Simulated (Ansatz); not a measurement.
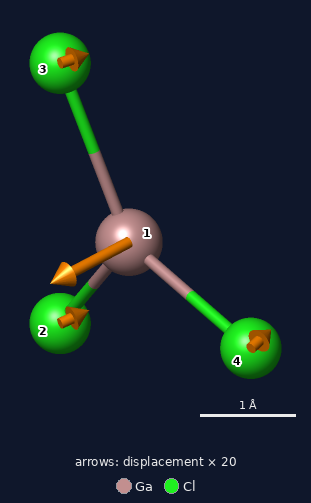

This is a relaxation of GaCl₃. The starting structure is drawn; orange arrows show the displacements, magnified 20 times. The two geometries are superimposed by the best rigid fit.

Style: ball-and-stick. Shown from a free direction.

It is one of the separated products of a reaction.

These are results of RKS PBE0-D4/def2-TZVP in Ansatz, not measurements.

Input file:
```yaml
crystal:
  periodic: [false, false, false]
  atoms:
    - {symbol: Ga, position_ang: [-0.802501, 0.021178, 0.154753]}
    - {symbol: Cl, position_ang: [-1.298100, -0.502711, -1.834189]}
    - {symbol: Cl, position_ang: [-0.738132, 2.059124, 0.719205]}
    - {symbol: Cl, position_ang: [-0.579830, -1.489166, 1.621258]}
basis:
  gaussian: {orbitals: def2-TZVP}
hamiltonian: {xc: pbe0, dispersion: d4}
relax: {f_tol: 0.005, max_steps: 200}
```

Run as
```bash
ansatz run in.yaml --threads 4 --pin off --events-out ev --progress --plain --max-ram 9574MiB
```

Question: Which element moves most?

Answer: Gallium: up to 0.053 Å, against 0.018 Å for chlorine.

Question: What did the optimiser do to the structure, and how much energy did it gain?

Answer: The energy falls by 0.78 kJ/mol in 2 geometry steps. The largest force component goes from 0.21 to 0.00057 eV/Å. Ga1 moves most after the best rigid fit: 0.053 Å. By element the largest moves are Ga 0.053 Å, Cl 0.018 Å. Cost: 7 s on 4 threads of Arm Neoverse V2 (shared host).
